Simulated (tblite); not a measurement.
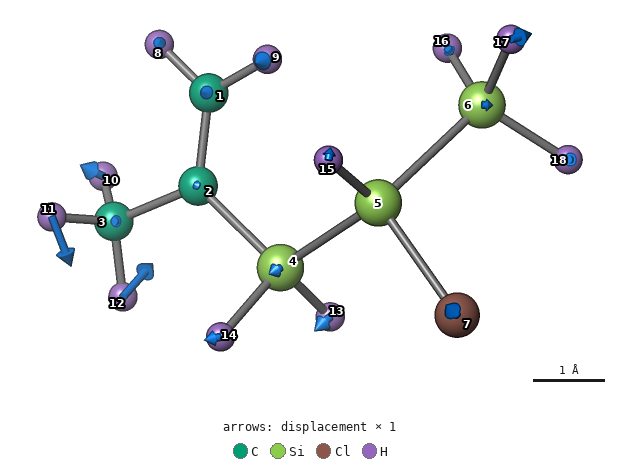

A relaxation of C3H11ClSi3. The starting structure is drawn; blue arrows show the displacements, at their true length. The two geometries are superimposed by the best rigid fit.

A ball-and-stick model, seen at a tilt.

Theory: tblite 0.8.0, GFN2-xTB geometry optimisation, gas phase. 

Which element moves most?

Hydrogen: up to 0.93 Å, against 0.35 Å for chlorine.

Describe the change and its energy.

The atom that moves furthest after the best rigid fit is H12 (0.93 Å). By element the largest moves are H 0.93 Å, Cl 0.35 Å, Si 0.24 Å, C 0.21 Å. Near-neighbour distances that change, for instance: Si4–Si5 2.212 → 2.327 Å, Si5–Si6 2.216 → 2.329 Å, C2–Si4 1.834 → 1.893 Å, Si5–Cl7 2.110 → 2.060 Å. Among the angles between lasting bonds that change: Si5–Si4–H14 107.6° → 115.9°, Si5–Si6–H17 105.9° → 114.1°, Si5–Si6–H16 115.5° → 109.3°. Groups turn about C2–C3 by about 40°. The energy falls by 11.4 kcal/mol in 133 geometry steps. The run took 1.4 s on 1 thread of Arm Neoverse V1, on a shared host.
